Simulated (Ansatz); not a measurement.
## Fe3Pb (Fm-3m): the Drude term of Re ε in the infrared

Re ε of Fe3Pb (Fm-3m) at low photon energies is read from one computed spectrum; the carriers' damping was typed as γ = 0.05 eV.

The structure is cubic, space group Fm-3m (No. 225). The conventional cell has a = 6.134 Å, b = 6.134 Å, c = 6.134 Å, α = 90.00°, β = 90.00°, γ = 90.00°. Pb on site a has 8 Fe at 2.66 Å as nearest neighbours. Fe on site c has 4 Fe at 2.66 Å and 4 Pb at 2.66 Å as nearest neighbours. Around Fe on site b lie 8 Fe at 2.66 Å.

Method: Ansatz 0.2.0, PBE, independent particles, k-mesh 12×12×12 with interpolation inside its cells, Gaussian parameter 0.1 eV.

Launch of the response step: `ansatz run input.yaml --threads 2 --pin off --max-ram 5120MiB --backend cpu --events-out ev --progress --plain --runs-dir out`. The run took 3.2 min, on 2 threads of Intel(R) Xeon(R) 6975P-C (Granite Rapids), on a shared host.

```
photon energy E (eV)  wavelength (µm)    Re ε
                0.25             4.96       ?
                0.30             4.13  -292.7
                0.35             3.54  -226.6
                0.40             3.10  -175.9
                0.50             2.48  -105.6
                0.60             2.07   -63.9
                0.70             1.77   -34.9
```

A Drude term over a constant background gives Re ε = ε_b − ωp²/(E² + γ²), linear in 1/(E² + γ²).

Working, on the rows shown:

| x = 1/(E² + γ²) (eV⁻²) | y = Re ε |
| --- | --- |
| 10.8108 | -292.7 |
| 8 | -226.6 |
| 6.15385 | -175.9 |
| 3.9604 | -105.6 |
| 2.75862 | -63.9 |
| 2.03046 | -34.9 |

Means: x̄ = 5.619, ȳ = -149.93. Σ(x − x̄)(y − ȳ) = -1670, Σ(x − x̄)² = 56.72. Slope = -1670 / 56.72 = -29.44; intercept = ȳ − slope · x̄ = 15.512. The line misses the rows shown by at most 10.

Problem. Predict the last column of the withheld row from the fit.

Solution. At x = 15.385 the line gives y = -437.47. The run gave -395.2, so the extrapolation is off by 42, 12 % of the range in the table. Beyond its data the fit drifts from the curve.

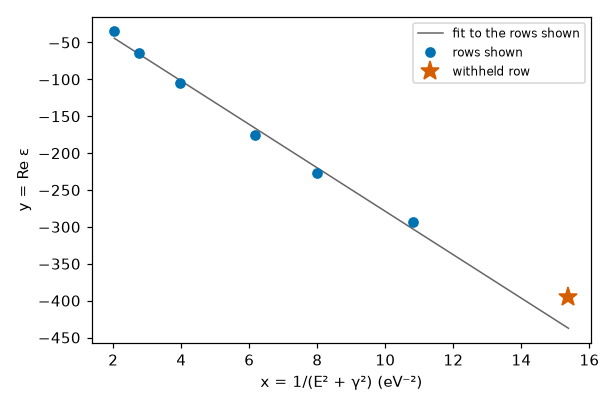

Refitted with all rows, the slope is -26.89 and the intercept 3.6275. These give ωp = √(−slope) = 5.19 eV, against 5.31 eV from the program's Fermi-surface sum, and an intercept of 3.6. Taking the program's Drude term off the rows leaves 38 at the lowest energy and 22 at the highest, so the background isn't constant: interband transitions lie in or near the window, and neither fitted number can be trusted. The structure is a model and need not exist. The values come from a sum over the points of one k-mesh and carry its error, which is largest for Fermi-surface quantities. Spin-orbit coupling is left out.

[Logs are printed without paths, hosts, clocks, repeated set-up lines and the standing remarks that a program may print on its own settings, such as how far it seeks lower states.]
